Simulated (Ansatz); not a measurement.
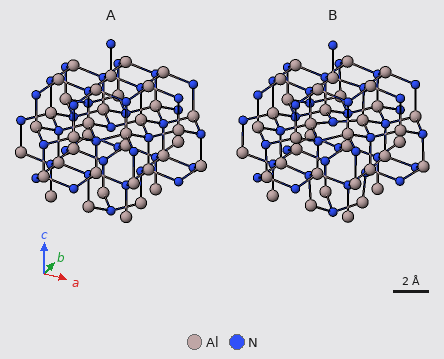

Two geometries of a defect cell of composition Al$_{23}$N$_{24}$ (cell charge −3), drawn at one scale. One is the start of a relaxation, the other its converged end. Style: ball-and-stick. Shown: the atoms within 5.8 Å of the atom that moves most (axes of the cell of the calculation (origin shifted)), slightly off an axis.

Theory: DFT, PBE, plane-wave PAW, default files, scalar-relativistic, frozen cores in Ansatz 0.2.0. Set-up: plane-wave cutoff 420 eV; k-point mesh 3 × 4 × 3; occupations fermi dirac; smearing width 0.01 eV; no spin polarisation; potentials kind: paw, frozen_core: stored; atoms relaxed in a fixed cell; force threshold 0.02 eV/Å; at most 50 steps.

### Which geometry has the lower energy?

Structure B is the relaxed one. The energy falls by 1.976 eV per cell of the calculation in 5 geometry steps. The largest force component goes from 3 to 0.0024 eV/Å. The largest move is that of an N atom, 0.32 Å along +c. By element the largest moves are N 0.32 Å, Al 0.13 Å. The cell stays as it was. Among the contacts that change: Al–N 1.902 → 1.806 Å, Al–N 1.889 → 1.793 Å, Al–N 1.889 → 1.822 Å, Al–N 1.902 → 1.947 Å. Among the angles between lasting bonds that change: N–Al–N 108.1° → 99.4°, N–Al–N 108.1° → 99.9°, Al–N–Al 110.8° → 118.5°.

Limits of the set-up: the periodic images lie only 6.2 Å apart, so the values are limited by the cell's size; the cell is charged, on a uniform background, and energies carry no finite-size correction.
